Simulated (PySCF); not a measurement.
## Electronic structure of C₂H₈OSi₂ (SMILES [SiH3]O[C@H]1C[SiH2]1) in real space

Input

```
{"job": {"kind": "nmr", "xc": "PBE0", "basis": "pcSseg-1"}, "charge": 0, "multiplicity": 1}
Si     2.038995     1.038666     0.295665
O      0.748476     0.174488     0.731778
C     -0.097577    -0.633615    -0.014691
C     -1.352065    -1.119769     0.712958
Si    -1.718589     0.069014    -0.701844
H      2.365598     1.640720     1.578036
H      1.704043     2.025155    -0.738803
H      3.103734     0.182684    -0.238961
H      0.448963    -1.393163    -0.570077
H     -1.439893    -0.764537     1.730184
H     -1.564091    -2.177392     0.637365
H     -2.035096     1.442421    -0.366548
H     -2.206887    -0.484184    -1.951382
```

Run with:

```sh
OMP_NUM_THREADS=1 python probes_run.py task.json out
```

Geometry: GFN2-xTB.

The calculation used PBE0/pcSseg-1, SCF density, gas phase, non-relativistic (PySCF).

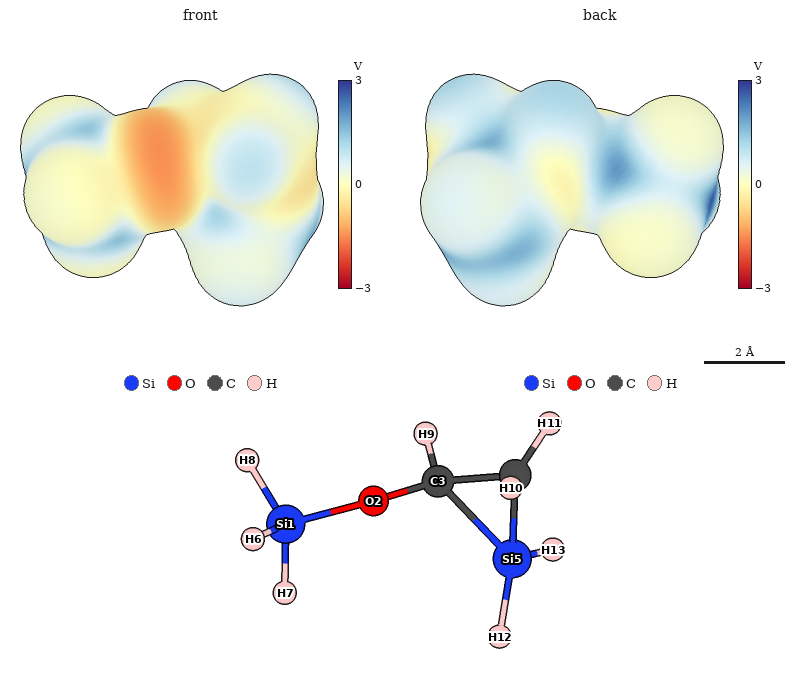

Figure 1. The molecular electrostatic potential painted on the density surface at 0.004 e/bohr³, seen from the front and from behind; the colour scale runs from red (negative) to blue (positive). The bare structure is drawn below in the same view.

Q: Where is the surface potential most negative and most positive?

A: The most negative region (about −1.4 V, or −32 kcal/mol for a unit charge) lies over O2, the most positive (about +2.4 V, or +55 kcal/mol for a unit charge) over Si1. O2 is the likeliest acceptor of a hydrogen bond.

Q: How polar is the molecule by this calculation?

A: Its dipole moment is 0.97 D.

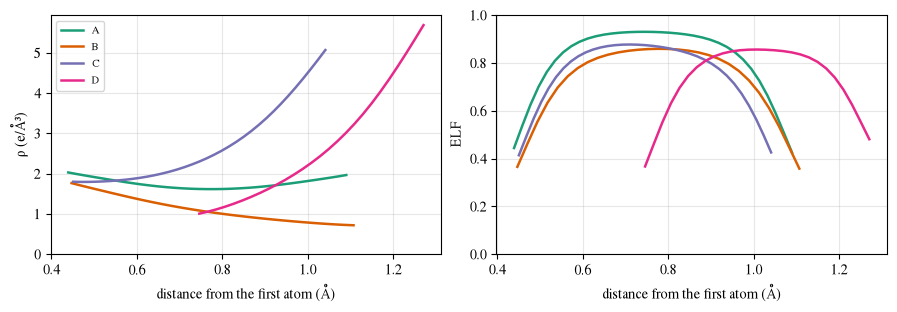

Figure 2. Electron density and ELF along straight lines between neighbouring atoms. The curves leave out the atomic cores.

Q: Which curve belongs to which contact (C–C, C–O, C–Si and Si–O)? The first atom named is at distance zero.

A: Curve A: C–C (1.53 Å): the density is about 1.6 e/Å³ at the midpoint; the ELF peaks at about 0.95 between the atoms: a shared electron pair. Curve B: C–Si (1.88 Å): the density is about 0.84 e/Å³ at the midpoint; the ELF peaks at about 0.85 between the atoms: localised, covalent bonding. Curve C: C–O (1.39 Å): ρ is about 2.1 e/Å³ halfway, with its minimum of 1.8 e/Å³ about 0.5 Å from C; the ELF peaks at about 0.90 between the atoms (a shared but strongly polarised pair). Curve D: Si–O (1.61 Å): the density is about 1.2 e/Å³ at the midpoint; the ELF peaks at about 0.85 between the atoms, as expected for a polar covalent bond.
